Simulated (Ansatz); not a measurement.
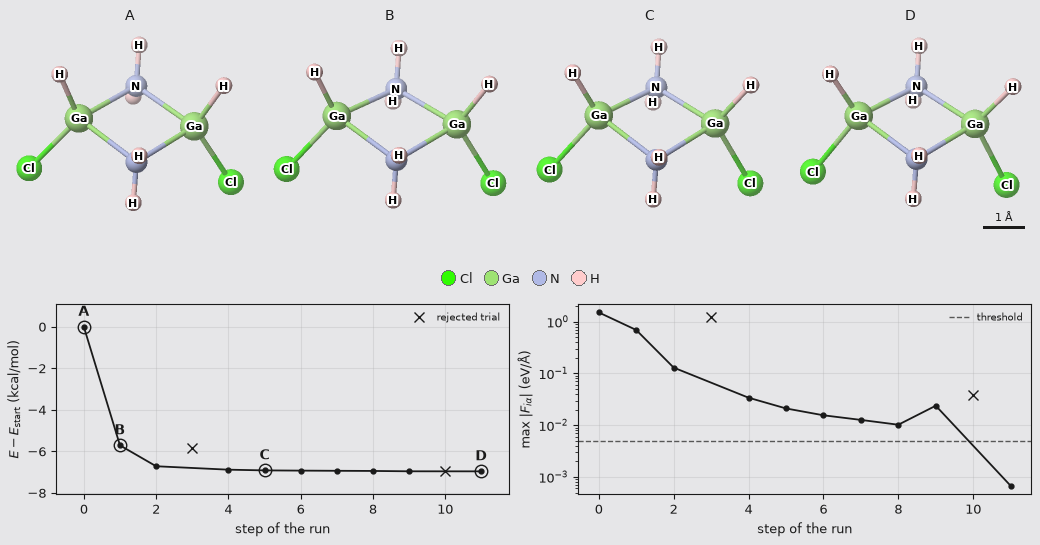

Frames of a relaxation of Ga2N2H6Cl2, marked on the history of the run. Style: ball-and-stick. Shown from a free direction.

The start comes from GFN2-xTB.

The calculation used RKS PBE0-D4/def2-TZVP in Ansatz.

The input:
```yaml
crystal:
  periodic: [false, false, false]
  atoms:
    - {symbol: Cl, position_ang: [-1.680960, -1.895440, 1.649290]}
    - {symbol: Ga, position_ang: [-0.028430, -1.339270, 0.543790]}
    - {symbol: N, position_ang: [0.679400, 0.459990, 1.181130]}
    - {symbol: Ga, position_ang: [0.197710, 1.293610, -0.616630]}
    - {symbol: Cl, position_ang: [-1.284670, 2.710490, -0.376330]}
    - {symbol: N, position_ang: [-0.604300, -0.481460, -1.213370]}
    - {symbol: H, position_ang: [1.180510, -2.242250, 0.249110]}
    - {symbol: H, position_ang: [0.180210, 0.855390, 1.981860]}
    - {symbol: H, position_ang: [1.670090, 0.485160, 1.429510]}
    - {symbol: H, position_ang: [1.502820, 1.506890, -1.400140]}
    - {symbol: H, position_ang: [-1.615080, -0.464550, -1.370710]}
    - {symbol: H, position_ang: [-0.197300, -0.888560, -2.057510]}
basis:
  gaussian: {orbitals: def2-TZVP}
hamiltonian: {xc: pbe0, dispersion: d4}
relax: {f_tol: 0.005, max_steps: 150}
```

Launched with:
```bash
ansatz run in.yaml --threads 2 --pin off --events-out ev --progress --plain --max-ram 32768MiB --backend cuda --devices 0, --max-vram 18GiB
```

Q: What happens along the run?

A: The largest moves after the best rigid fit, 0.23 Å, are those of H7 and H10. By element the largest moves are H 0.23 Å, Cl 0.14 Å, Ga 0.08 Å, N 0.08 Å. Among the contacts that change: Cl1–Ga2 2.065 → 2.170 Å, Ga2–N3 2.036 → 2.001 Å, Ga2–H7 1.537 → 1.557 Å, N3–H9 1.022 → 1.013 Å. Bond angles that change, for instance: N3–Ga2–H7 107.8° → 115.2°, Cl1–Ga2–N3 110.4° → 106.4°, Cl1–Ga2–H7 125.0° → 121.4°. After 9 accepted moves (11 points after the start) the energy has fallen by 6.96 kcal/mol. Largest force component: 1.5 eV/Å at the start, 0.00067 eV/Å at the end. The line search rejected the trial steps at points 3, 10 of the run. From step 0 to 1: H atoms move most (0.15 Å), energy −5.71 kcal/mol. From step 1 to 5: Cl atoms move most (0.07 Å), energy −1.20 kcal/mol. From step 5 to 11: Cl atoms move most (0.11 Å), energy −0.05 kcal/mol.
